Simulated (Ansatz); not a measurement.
**What a change does: single-point calculation on C2H6AlBr**

System: C2H6AlBr, SMILES C[CH2][AlH][Br].
Method of run A: RKS B2PLYP (frozen core)/def2-TZVPP (Ansatz 0.2.0).

The geometry comes from this level: PBE0-D4/def2-TZVP. Text and figures count atoms from 1; the logs count them from 0 in places.

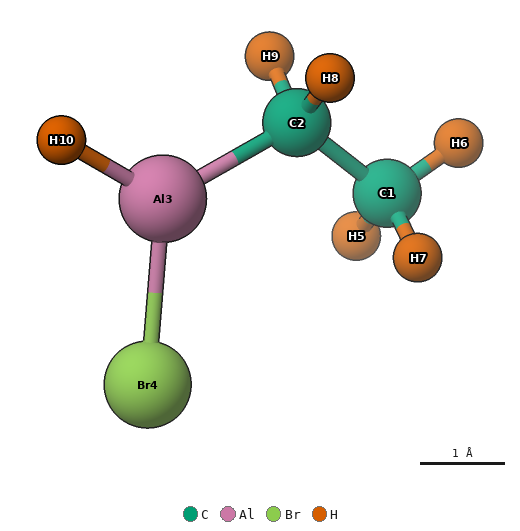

Fig. 1: The structure (ball-and-stick view, seen at a tilt; atoms are numbered from 1 in the order of the input). Sticks mark near contacts.

Input, run A:
```yaml
crystal:
  periodic: [false, false, false]
  atoms:
    - {symbol: C, position_ang: [-1.018207, 0.797542, 0.236552]}
    - {symbol: C, position_ang: [0.060149, -0.183522, 0.689452]}
    - {symbol: Al, position_ang: [1.251468, -0.894030, -0.678503]}
    - {symbol: Br, position_ang: [0.950549, -0.261846, -2.834758]}
    - {symbol: H, position_ang: [-1.684422, 0.349675, -0.504405]}
    - {symbol: H, position_ang: [-1.636725, 1.135266, 1.073004]}
    - {symbol: H, position_ang: [-0.584556, 1.685171, -0.229899]}
    - {symbol: H, position_ang: [0.699160, 0.271304, 1.458882]}
    - {symbol: H, position_ang: [-0.391936, -1.049861, 1.192104]}
    - {symbol: H, position_ang: [2.437519, -1.900800, -0.399427]}
basis:
  gaussian: {orbitals: def2-TZVPP}
hamiltonian: {xc: {name: B2PLYP}}
```

Hardware: 4 CPU threads, shared host.

Output (run A):
```
Functional definition: B2PLYP
  parameter a = 0.53
  parameter c = 0.27
  exchange = (1 - a)*b88_x + a*exact_x
  correlation = (1 - c)*lyp_c + c*(mp2_os + mp2_ss)
1407 factors; integrals over basis functions are off by at most 1.7e-3 eV
mean field evaluation 1: about -78790.6773 eV, gradient 4.7e1 eV
mean field evaluation 2: about -78790.7662 eV, gradient 4.7e1 eV
mean field evaluation 4: about -78796.0590 eV, gradient 3.0e0 eV
mean field evaluation 8: about -78796.0887 eV, gradient 3.8e-1 eV
mean field evaluation 16: about -78796.0890 eV, gradient 5.6e-5 eV
mean field -78796.08900250 eV, -2895.7028609344 hartree, gradient 6.0e-6 eV, S^2 0.000000; 0 other end points of the search recorded, 0 dependent functions left out
16 core orbitals not correlated: weight in the atoms' cores, before any rotation towards them, 1.000 or more for the frozen orbitals, at most 0.000 for the correlated occupied ones
reference -78796.08918782 eV, -2895.7028677447 hartree; 17, 17 occupied and 203, 203 virtual orbitals, 1407 factors
second order -23.07332459 eV of doubles, -0.00000000 eV of singles
Total energy: -78802.31898546 eV, -2895.9318085852 hartree
```

For run B the input was changed thus:
```diff
-hamiltonian: {xc: {name: B2PLYP}}
+hamiltonian: {xc: {name: PBE-QIDH}}
```

Predict how the results change.

The total energies belong to different methods, so their difference says nothing on which is more stable or more accurate. The functional changes from B2PLYP to PBE-QIDH.

Output (run B):
```
Functional definition: PBE-QIDH
  parameter a = 3^(-1/3)
  parameter c = 1/3
  exchange = (1 - a)*pbe_x + a*exact_x
  correlation = (1 - c)*pbe_c + c*(mp2_os + mp2_ss)
1407 factors; integrals over basis functions are off by at most 1.7e-3 eV
mean field evaluation 1: about -78781.9987 eV, gradient 3.9e1 eV
mean field evaluation 2: about -78782.1098 eV, gradient 4.0e1 eV
mean field evaluation 4: about -78785.8689 eV, gradient 2.4e0 eV
mean field evaluation 8: about -78785.8938 eV, gradient 2.7e-1 eV
mean field evaluation 16: about -78785.8939 eV, gradient 4.7e-5 eV
mean field -78785.89392962 eV, -2895.3281989167 hartree, gradient 3.7e-6 eV, S^2 0.000000; 0 other end points of the search recorded, 0 dependent functions left out
16 core orbitals not correlated: weight in the atoms' cores, before any rotation towards them, 1.000 or more for the frozen orbitals, at most 0.000 for the correlated occupied ones
reference -78785.89394333 eV, -2895.3281994206 hartree; 17, 17 occupied and 203, 203 virtual orbitals, 1407 factors
second order -21.51540833 eV of doubles, -0.00000000 eV of singles
Total energy: -78793.06574611 eV, -2895.5917583114 hartree
```

The two runs side by side:

```csv
quantity,run A,run B
outcome,converged,converged
total energy (hartree),−2895.931809,−2895.591758
basis functions,236,236
wall time (shared host),2.7 s,2.8 s
```
